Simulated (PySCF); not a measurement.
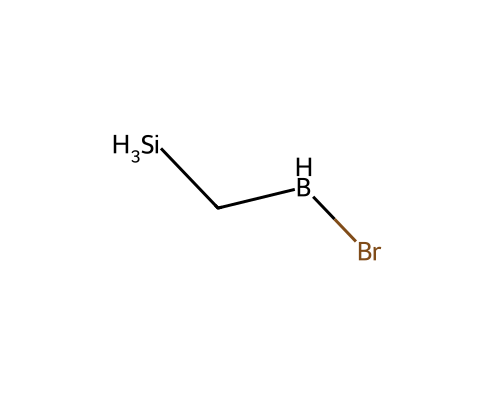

The computed structure is the end point of a GFN2-xTB optimisation. No frequency run is at hand to confirm it as a minimum. Method: CAM-B3LYP/def2-SVPD, gas phase (PySCF 2.14.0). Excitations: vertical, linear response.

Question: Give the HOMO energy (Kohn–Sham orbital) at this level.

Answer: −9.33 eV.

Question: Estimate the dipole moment.

Answer: 1.47 D.

Question: What is the lowest vertical singlet excitation?

Answer: 5.14 eV.

Question: Give the brightest of the 8 lowest singlets at this level.

Answer: 6.46 eV.

The geometry is semi-empirical. Around B, Br, Si such bond lengths and angles can be off by a tenth of an ångström or more and by several degrees, and values that hang on the shape move with them.
